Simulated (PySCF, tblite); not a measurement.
# Si₂NH₆ radical: geometry, infrared bands and EPR parameters

What infrared bands and EPR parameters should Si₂NH₆ radical (`N[SiH][SiH3]`) show?

Computed with tblite 0.8.0 and PySCF 2.14.0, with density-fitted response routines of our own, on a single molecule in the gas phase. Atoms count from 0, in the outputs and in this text.

## 1. Starting geometry

9 atoms, charge 0, multiplicity 2; geometry from: force field or distance geometry start.

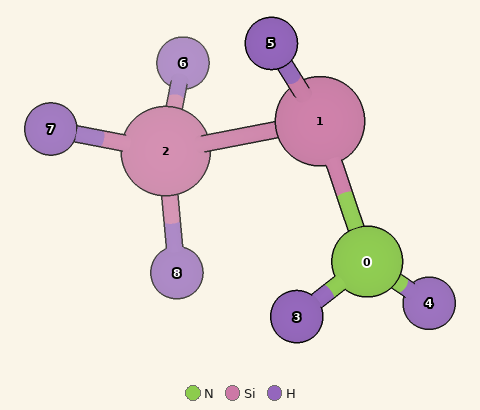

The starting geometry (nitrogen green, silicon pink, hydrogen purple), atoms numbered.

## 2. Optimising the geometry with GFN2-xTB

What the job is given:

```
{"job": {"kind": "relax", "xc": "GFN2-xTB", "basis": "xTB"}, "charge": 0, "multiplicity": 2}
N     -1.858600     0.022100    -0.184500
Si    -0.500000    -0.965900     0.330600
Si     1.391000     0.163100    -0.140400
H     -1.779400     1.022300     0.110600
H     -2.133700    -0.106700    -1.164400
H     -0.460800    -1.183200     1.801700
H      2.343500    -0.865600    -0.595100
H      1.931000     0.830900     1.045200
H      1.080600     1.089000    -1.229000
```

Run with:

```bash
$ OMP_NUM_THREADS=1 python probes_run.py task.json out
```

One launch serves the whole session: the jobs run in the order shown.

**Question.** This job is followed by: GFN2-xTB harmonic vibrations, gas phase; UKS B3LYP, pcH-1 on H N Si, non-relativistic, mean-field spin-orbit, GIAO. Predict these results of the whole session: strongest single infrared mode (GFN2-xTB); zero-point energy (GFN2-xTB); g(iso) (B3LYP); ⟨S²⟩; largest a(iso) (averaged by class); surface potential, least and greatest.

As calculated:

```
                                 quantity                    value
strongest single infrared mode (GFN2-xTB)     788 cm⁻¹, 557 km/mol
             zero-point energy (GFN2-xTB)            35.3 kcal/mol
                           g(iso) (B3LYP)                  2.00303
                                     ⟨S²⟩       0.753 (exact 0.75)
       largest a(iso) (averaged by class)  29Si on Si1, -394.2 MHz
    surface potential, least and greatest       -1.00 V and 1.80 V
```

In words: Relaxing lowered the energy by 0.392 eV in 127 steps; the close pair that moved most is N0–H3, from 1.046 to 1.007 Å. No mode is imaginary among the 21: a minimum at this level. The strongest single mode, at 788 cm⁻¹, moves mainly H8 and H6. Unscaled tight-binding wavenumbers are off by several per cent, some by more. Its intensities can rank the bands wrongly. Most of the unpaired spin sits on Si1 (0.73 e). The isotropic g lies 0.7 ppt above the free-electron value.
